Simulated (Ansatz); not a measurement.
# SiH₄O (singlet): one geometry, many settings at distance O1–H3 along a hydrogen transfer = 0.892 Å

What do other methods and options give for SiH₄O (singlet) at this geometry, and how long do they take?

Computed with Ansatz 0.2.0, Gaussian basis. Level: the settings change from run to run.

7 further runs of the same task are left out: 2 for a mislabelled method, 5 that didn't finish.

## Step 1: The system

The geometry derives from fragments relaxed apart (PBE0/def2-TZVP) and kept rigid, so it is no stationary point. A hydrogen atom is moved between rigid fragments.

6 atoms, charge 0, spin multiplicity 1.

Atoms are counted from 1 here; the program's logs count them from 0.

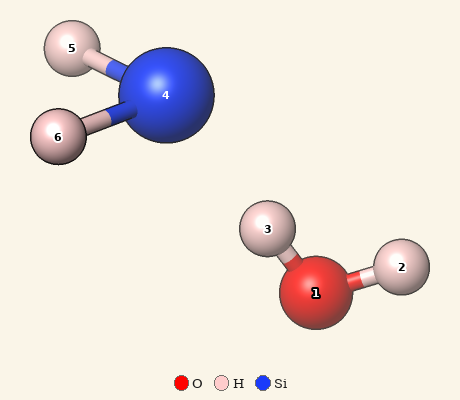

The structure; oxygen red, hydrogen pink, silicon blue; atoms are numbered from 1 in the order of the file.

## Step 2: CCSD(T)/STO-3G

in.yaml

```yaml
crystal:
  periodic: [false, false, false]
  atoms:
    - {symbol: O, position_ang: [-1.758236, 0.017219, 0.000000]}
    - {symbol: H, position_ang: [-2.007546, 0.943795, 0.000000]}
    - {symbol: H, position_ang: [-0.866236, 0.017219, 0.000000]}
    - {symbol: Si, position_ang: [0.989764, 0.017219, 0.000000]}
    - {symbol: H, position_ang: [1.601944, -0.857065, 1.090012]}
    - {symbol: H, position_ang: [1.601944, -0.857065, -1.090012]}
basis:
  gaussian: {orbitals: STO-3G, point_charges: [{charge: -0.50, position_ang: [4.633, -0.897, -0.356]}]}
magnetization: {spin_polarized: true, initial_magnetization: 0}
hamiltonian: {xc: {name: B3LYP}, pseudopotentials: {relativity: scalar}}
correlation: {method: ccsd_t, electrons: outside_noble_gas, diis_vectors: 12}
scf: {lower_state_search: light}
```

Run with:

```console
ansatz run in.yaml --threads 1 --pin off --events-out ev --progress --plain --max-ram 2393MiB
```

The log of the run, shortened:

```text
Functional definition: B3LYP
  name "B3LYP"
  cite "Stephens, Devlin, Chabalowski & Frisch, J. Phys. Chem. 98, 11623 (1994) doi:10.1021/j100096a001"
  cite "Becke, Phys. Rev. A 38, 3098 (1988) doi:10.1103/PhysRevA.38.3098"
  cite "Lee, Yang & Parr, Phys. Rev. B 37, 785 (1988) doi:10.1103/PhysRevB.37.785"
  cite "Vosko, Wilk & Nusair, Can. J. Phys. 58, 1200 (1980) doi:10.1139/p80-159"
[...]
213 factors; integrals over basis functions are off by at most 2.9e-5 eV
[...]
mean field -9878.44621887 eV, -363.0262026923 hartree, gradient 3.0e-6 eV, S^2 0.000000; 2 other end points of the search recorded, 0 dependent functions left out
6 core orbitals not correlated: weight in the atoms' cores, before any rotation towards them, 0.999 or more for the frozen orbitals, at most 0.000 for the correlated occupied ones
reference -9853.06175369 eV, -362.0933408028 hartree; 7, 7 occupied and 5, 5 virtual orbitals, 213 factors
second order -1.99434808 eV of doubles, -0.13953647 eV of singles
cycle   1  -2.63207528 eV  change   -5.0e-1 eV  update   6.4e-2
[...]
cycle  11  -2.93619753 eV  change    8.6e-7 eV  update   5.5e-6
perturbative correction -0.01663796 eV, -0.0006114339 hartree
Total energy: -9856.01458918 eV, -362.2018555056 hartree
Relativity: scalar
```

Wall time 0.81 s (1 thread of Intel Xeon Platinum 8375C at 2.90GHz, shared host).

From the report: ⟨S²⟩ of the determinant 0.000 (pure singlet: 0.00); correlation -2.9528 eV; T1 0.014; largest double amplitude 0.11. The orbitals are Kohn-Sham ones, so correlation energy and T1 don't compare with those on Hartree-Fock orbitals.

## Step 3: BCCD on UHF/cc-pVDZ

in.yaml

```yaml
crystal:
  periodic: [false, false, false]
  atoms:
    - {symbol: O, position_ang: [-1.758236, 0.017219, 0.000000]}
    - {symbol: H, position_ang: [-2.007546, 0.943795, 0.000000]}
    - {symbol: H, position_ang: [-0.866236, 0.017219, 0.000000]}
    - {symbol: Si, position_ang: [0.989764, 0.017219, 0.000000]}
    - {symbol: H, position_ang: [1.601944, -0.857065, 1.090012]}
    - {symbol: H, position_ang: [1.601944, -0.857065, -1.090012]}
basis:
  gaussian: {orbitals: cc-pVDZ}
magnetization: {spin_polarized: true, initial_magnetization: 0}
hamiltonian: {pseudopotentials: {relativity: scalar}}
correlation: {method: bccd, electrons: outside_noble_gas}
```

Launched as before.

The log of the run, shortened:

```text
Functional definition: HF
  name "HF"
  cite "Fock, Z. Phys. 61, 126 (1930) doi:10.1007/BF01340294"
  parent pbe
[...]
485 factors; integrals over basis functions are off by at most 1.5e-3 eV
[...]
mean field -9975.84516390 eV, -366.6055479026 hartree, gradient 2.4e-6 eV, S^2 0.329942; 5 other end points of the search recorded, 0 dependent functions left out
determinant -9975.84516390 eV, -366.6055479026 hartree, with singles and doubles -9984.78623688 eV, -366.9341262742 hartree
determinant -9974.21928410 eV, -366.5457979220 hartree, with singles and doubles -9983.07769855 eV, -366.8713386487 hartree
6 core orbitals not correlated: weight in the atoms' cores, before any rotation towards them, 1.000 or more for the frozen orbitals, at most 0.000 for the correlated occupied ones
reference -9975.84516390 eV, -366.6055479026 hartree; 7, 7 occupied and 39, 39 virtual orbitals, 485 factors
second order -7.88502150 eV of doubles, -0.00000000 eV of singles
cycle   1  -8.99117491 eV  change   -5.0e-2 eV  update   2.6e-2
[...]
cycle  13  -8.98124006 eV  change    9.9e-7 eV  update   9.7e-6
Total energy: -9984.82640395 eV, -366.9356023869 hartree
Relativity: scalar
```

It took 3.7 s on 1 thread of Intel Xeon Platinum 8375C at 2.90GHz, shared host.

From the report: ⟨S²⟩ of the determinant 0.330 (pure singlet: 0.00); correlation -8.9812 eV; largest double amplitude 0.09.

## Step 4: HF/cc-pVDZ

Changes to in.yaml since step 3:

```diff
@@ -10,5 +10,5 @@
 basis:
-  gaussian: {orbitals: cc-pVDZ}
-magnetization: {spin_polarized: true, initial_magnetization: 0}
-hamiltonian: {pseudopotentials: {relativity: scalar}}
-correlation: {method: bccd, electrons: outside_noble_gas}
+  gaussian: {orbitals: cc-pVDZ, fitting: {mean_field: def2-universal-jkfit}}
+magnetization: {spin_polarized: false}
+hamiltonian: {xc: hf}
+output: {orbitals: {seedname: orbitals}}
```

Same command.

The log of the run:

```text
Functional definition: HF
  name "HF"
  cite "Fock, Z. Phys. 61, 126 (1930) doi:10.1007/BF01340294"
  parent pbe
  exchange = exact_x
  correlation = 0
277 factors; integrals over basis functions are off by at most 3.7e-1 eV
mean field evaluation 1: about -9957.2460 eV, gradient 3.3e1 eV
mean field evaluation 2: about -9958.9818 eV, gradient 2.0e1 eV
mean field evaluation 4: about -9959.6709 eV, gradient 6.5e-1 eV
mean field evaluation 8: about -9959.6827 eV, gradient 1.8e-5 eV
mean field -9959.68269901 eV, -366.0115882733 hartree, gradient 1.8e-5 eV, S^2 0.000000; 0 other end points of the search recorded, 0 dependent functions left out
reference -9959.68269901 eV, -366.0115882733 hartree; 13, 13 occupied and 39, 39 virtual orbitals, 277 factors
Total energy: -9959.68269901 eV, -366.0115882733 hartree
```

Wall time 0.15 s (1 thread of Intel Xeon Platinum 8375C at 2.90GHz, shared host).

## Step 5: BCCD(T) on UHF/6-31G

Changes to in.yaml since step 4:

```diff
@@ -10,5 +10,6 @@
 basis:
-  gaussian: {orbitals: cc-pVDZ, fitting: {mean_field: def2-universal-jkfit}}
-magnetization: {spin_polarized: false}
-hamiltonian: {xc: hf}
-output: {orbitals: {seedname: orbitals}}
+  gaussian: {orbitals: 6-31G, point_charges: [{charge: 1.00, position_ang: [5.499, -0.572, -0.741]}]}
+magnetization: {spin_polarized: true, initial_magnetization: 0}
+correlation: {method: bccd_t, electrons: all}
+scf: {lower_state_search: off}
+output: {forces: true}
```

The command is unchanged.

The log of the run, shortened:

```text
Functional definition: HF
  name "HF"
  cite "Fock, Z. Phys. 61, 126 (1930) doi:10.1007/BF01340294"
  parent pbe
[...]
343 factors; integrals over basis functions are off by at most 3.1e-4 eV
[...]
mean field -9957.10821455 eV, -365.9169777143 hartree, gradient 1.9e-6 eV, S^2 0.325435; 1 other end points of the search recorded, 0 dependent functions left out
reference -9957.10821455 eV, -365.9169777143 hartree; 13, 13 occupied and 17, 17 virtual orbitals, 343 factors
second order -4.77862038 eV of doubles, -0.00000000 eV of singles
cycle   1  -5.13482957 eV  change   -3.6e-1 eV  update   6.8e-2
[...]
cycle  22  -5.52270616 eV  change    7.9e-8 eV  update   2.9e-7
perturbative correction -0.07526046 eV, -0.0027657711 hartree
[...]
Total energy: -9962.70618117 eV, -366.1226991932 hartree
Atom 0 at    -1.758236     0.017219     0.000000 Å, force    -5.874120    -0.856247    -0.008609 eV/Å
Atom 1 at    -2.007546     0.943795     0.000000 Å, force    -0.718044     0.895784     0.005211 eV/Å
Atom 2 at    -0.866236     0.017219     0.000000 Å, force     4.537777     0.096754     0.002373 eV/Å
Atom 3 at     0.989764     0.017219     0.000000 Å, force     1.368072     0.657162     0.108815 eV/Å
Atom 4 at     1.601944    -0.857065     1.090012 Å, force     0.258831    -0.344347     0.550934 eV/Å
Atom 5 at     1.601944    -0.857065    -1.090012 Å, force     0.386641    -0.383307    -0.631210 eV/Å
Dipole moment:     0.172048     0.354883     0.034987 e Å
Checks for a lower state left out: starts, cluster_reference, orbital_swaps, neighbouring_geometries, increment
```

Run time: 4.7 s. Hardware: 1 thread of Intel Xeon Platinum 8375C at 2.90GHz, shared host.

From the report: ⟨S²⟩ of the determinant 0.325 (pure singlet: 0.00); correlation -5.5980 eV; largest double amplitude 0.10.

## Step 6: All runs side by side

Where basis and cores are those of an earlier RCCSDT(Q)/cc-pVDZ run (-9968.9583 eV), and the state is the same kind, the miss against it is given.

| level | correlated | functions | energy (eV) | from RCCSDT(Q) (meV) | time |
| --- | --- | --- | --- | --- | --- |
| CCSD(T)/STO-3G (beside a point charge, on B3LYP orbitals, relativity set) | outside noble gas | 18 | -9856.0146 |  | 0.81 s |
| BCCD on UHF/cc-pVDZ (relativity set) | outside noble gas | 52 | -9984.8264 |  | 3.7 s |
| HF/cc-pVDZ |  | 52 | -9959.6827 | 9275.6 | 0.15 s |
| BCCD(T) on UHF/6-31G (beside a point charge) | all | 30 | -9962.7062 |  | 4.7 s |

## Step 7: Outcome

| quantity | value |
| --- | --- |
| runs | 4 |
| quickest | HF/cc-pVDZ, 0.15 s |
| slowest | BCCD(T) on UHF/6-31G (beside a point charge), 4.7 s |

**Reading.** Total energies in different bases, with other cores or another treatment of relativity can't be set against each other. BCCD(T) on UHF/6-31G (beside a point charge) took 31 times as long as HF/cc-pVDZ; the jobs differ in more than the method. Hartree-Fock, CASSCF and CASCI lack dynamic correlation by design.
